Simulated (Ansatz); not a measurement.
# linear Ir chain under tension and compression, part 3 of 3

Wanted: energy, moment and open channels of the linear Ir chain from 12 % compression to 30 % stretch.

Ansatz 0.2.0; DFT PBE, plane waves, PAW; relaxation of a chain's period (the session's first sound run).

So far, conductance of the lead as this run defines it (G₀): step 3 (At a set period, period over the relaxed period 0.88 …) 5.04; step 8 (period over the relaxed period 1.08, k-mesh 1×1×33) 5.00; step 9 (period over the relaxed period 1.13, k-mesh 1×1×32) 4.50; step 10 (period over the relaxed period 1.2, k-mesh 1×1×30) 3.56; step 11 (period over the relaxed period 1.3, k-mesh 1×1×27) 2.50. Also absolute moment (μB): step 2 (the relaxed wire) 0.645; step 8 0.977; step 9 1.47; step 10 2.31; step 11 2.41.

## (12) The series together

Times are for 4 threads of Arm Neoverse V2, shared host. The series side by side:

```csv
no.,period over the relaxed period,conductance of the lead as this run defines it (G₀),absolute moment (μB),energy at zero smearing less the lowest (eV),time,memory (GiB)
1,0.88,5.036,0.3705,1.334,18 s,0.45
2,0.92,5.003,0.4721,0.5062,17 s,0.44
3,0.96,5.000,0.6078,0.1041,16 s,0.44
4,1,5.000,0.6662,0,14 s,0.42
5,1.04,5.000,0.7255,0.08408,14 s,0.42
6,1.08,5.000,0.9772,0.2859,20 s,0.48
7,1.13,4.500,1.471,0.5919,17 s,0.46
8,1.2,3.560,2.305,1.058,16 s,0.44
9,1.3,2.504,2.411,1.564,11 s,0.4
```

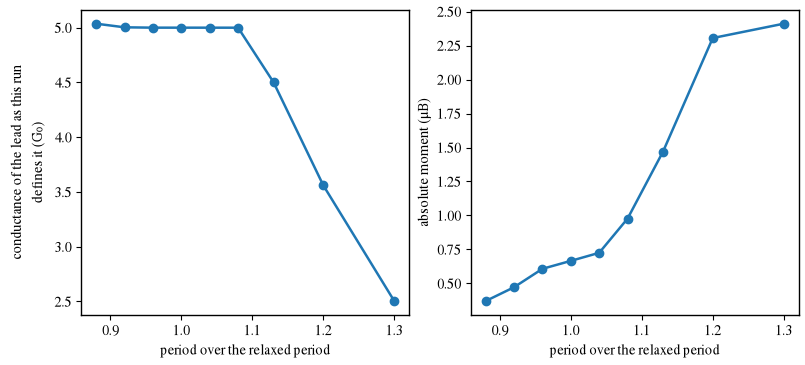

The series as plots.

## (13) A varied input

This step: DFT PBE, plane waves, PAW; channels and complex bands of a perfect chain; changed: output.transmission.e_range = [-5, 2], output.transmission.de = 0.02 (Ansatz 0.2.0).

The atoms of the run at the relaxed period are kept and the input is varied, to see whether the result depends on it.

Contents of input.yaml:

```yaml
crystal:
  lattice:
    - [7.5, 0.0, 0.0]
    - [0.0, 7.5, 0.0]
    - [0.0, 0.0, 2.2830004325]
  atoms:
    - { symbol: Ir, position: [0.5, 0.5, 0.0], spin: 0.46 }
magnetization:
  spin_polarized: true
kpoints:
  mp_grid: { grid: [1, 1, 36] }
scf:
  occupations: { method: fermi_dirac, width: 0.05 }
hamiltonian:
  xc: pbe
output:
  transmission:
    e_range: [-5, 2]
    de: 0.02
    kmesh: [1, 1]
    reduced_basis: true
    leads: [[0, 0]]
  stress: true
```

Started as:

```bash
$ ansatz run input.yaml --threads 4 --pin off --max-ram 8192MiB --backend cpu --events-out ev --progress --plain --runs-dir out
```

Numbers of over 12 decimals in the logs are rounded to 6 here.

Log:

```text
[...]
Crystal: 1 atoms, lattice volume = 128.419 Å³
Basis set: ecut = 420 eV, 2511 PW (Γ)
Bands: 13, of which v1, the nominal top of the filled ones, is band 9 counted from 1 (8 counted from 0)
Symmetry: 16 space group operations
[...]
k-points: 19 of 36
[...]
Starting moments: Σ|m| = 0.46 μB on 1 of 1 site
[...]
SCF iter  10: F=-11931.508700 eV  HF=-11931.508700 eV  |F-HF|=1.27e-11  |Δ(HF+E_count)|=  3.64e-10  Δρ=1.11e-7 (↑3.58e-8 ↓1.11e-7)  dr2=7.47e-12  dr2_m=4.50e-12  M=0.663 μB ∫|m|=0.666 μB  ethr=3.97e-12  ⟨swp⟩=1.6  Hψ=1423  notcnv=0
SCF 1 converged in 10 iterations: F = -11931.508700 eV  dr2 = 7.47e-12
[...]
transmission: 6 of 36 steps passed
transmission: 9 of 36 steps passed
[...]
transmission: 36 of 36 steps passed
SCF converged after 10 iterations
Magnetization: 0.6633 μB (8.8316 up, 8.1684 down)
Absolute magnetization: 0.6662 μB (∫|ρ↑−ρ↓|, with the PAW one-centre terms)
[...]
Per-site moments (μB) at R_I (Å): [(0.483457, 0.941738)]
Free energy (F): -11931.508700 eV
[...]
Internal energy: -11931.492685 eV  (E = F + TS)
E sigma→0 (E₀):  -11931.500693 eV
Entropy (-TS):   -0.016015 eV (-16.015 meV/atom)
Fermi energy:    -2.308318 eV
[...]
--- Stress (GPa, compression-positive) ---
       -0.121376       0.000000       0.000000
        0.000000      -0.121376       0.000000
        0.000000       0.000000      -0.145132
  P = ⅓ Tr σ = -0.1293 GPa (-1.293 kbar)
--- Band table (eV; the first three rows and the last of 38) ---
  k-point 0 ↑: bands = [... 5 lower, -4.5959, -4.1387, -4.1336, -0.3685, -0.3685, 0.6953, 0.6953, 2.8597]
  k-point 1 ↑: bands = [... 5 lower, -4.5786, -4.1287, -4.1237, -0.5526, -0.5526, 0.8458, 0.8458, 2.8812]
  k-point 2 ↑: bands = [... 5 lower, -4.5270, -4.0989, -4.0939, -0.9542, -0.9542, 1.1509, 1.1509, 2.9459]
  k-point 18 ↓: bands = [... 5 lower, -6.6007, -2.0408, -2.0391, -1.1515, 3.1994, 8.1830, 8.1830, 8.3230]
--- Transmission ---
  basis      : 497 plane waves across, 3 finite elements along
  points     : 1, standing for a mesh of 1 x 1
[...]
crystal 0  : Ir1, at the sites [0, 0], period 2.2830 Å: whole cells are its period
[...]
filled         : 6.0 meV over the level at which it is neutral
    channels       : 4.000000e0 up, 6.000000e0 down
[...]
```

Wall time 32 s (4 threads of Arm Neoverse V2, shared host); peak memory 0.51 GiB; 1.8 min of CPU time.

Numbers from this step:

* energy at zero smearing: -11931.5007 eV
* total moment: 0.6633 μB
* absolute moment: 0.6662 μB
* channels at the energy nearest the Fermi level, spin up: 4
* channels at the energy nearest the Fermi level, spin down: 6
* conductance of the lead as this run defines it: 5.000 G₀

Open channels of the lead against energy, zero at the Fermi level:

```csv
energy (eV),spin up,spin down
-5.000,1,1
-4.500,3,1
-4.000,3,3
-3.500,3,3
-3.000,3,3
-2.500,3,3
-2.000,4,3
-1.500,6,4
-1.000,6,6
-0.500,6,6
0.000,4,6
0.500,4,4
1.000,3,4
1.500,3,3
2.000,1,3
```

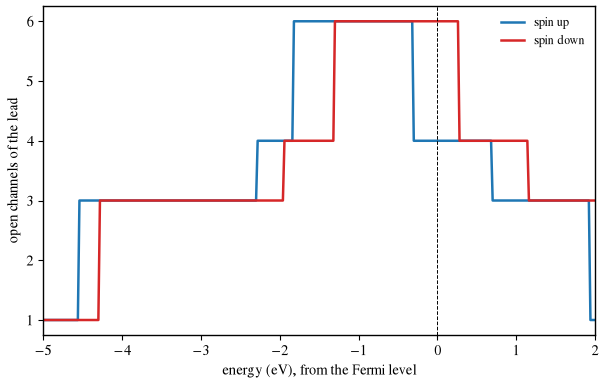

Open channels of the lead against energy.

It took 32 s against 14 s for the run it varies, and the conductance is 5.00 G₀ against 5.00 G₀.

The total moment, absolute moment, channels at the energy nearest the Fermi level, spin up and channels at the energy nearest the Fermi level, spin down stay within 0.2 % plus 0.001 of the run it varies.

## (14) Summary of results

| Property | Result |
| --- | --- |
| relaxed cell length | 2.283 Å |
| conductance at period × 0.88 | 5.04 G₀ |
| conductance at period × 1.0 | 5.00 G₀ |
| conductance at period × 1.13 | 4.50 G₀ |
| conductance at period × 1.3 | 2.50 G₀ |
| absolute moment at period × 0.88 | 0.371 μB |
| absolute moment at period × 1.0 | 0.666 μB |
| absolute moment at period × 1.3 | 2.41 μB |

**Reading.** The moment is 0.37 μB at the shortest period and 2.41 μB at the longest, as longer bonds narrow the bands. The conductance goes from 5.04 G₀ at the shortest period to 2.50 G₀ at the longest, while the magnetic state changes too. Transport is coherent and elastic here: the atoms are frozen, so scattering by vibrations plays no part. Spin-orbit coupling is left out, which matters for the bands of heavy atoms. No search over magnetic orders was made; another may lie lower. For the perfect chain only parallel moments were started; its antiparallel and spiral orders were not tested. Conductances of a perfect chain off the multiples of half a G0 come from band edges within the thermal window; the square box also splits pairs of bands that an isolated chain keeps degenerate, which moves such edges. The lead's cell of one atom keeps the chain straight and evenly spaced; a zigzag or dimerised form may lie lower.

[Logs are printed without paths, hosts, clocks, repeated set-up lines and the standing remarks that a program may print on its own settings, such as how far it seeks lower states.]

[Hosts, paths, dates, database ids (printed as entryN), source tags and the programs' standing remarks are cut or masked in the printed files.]
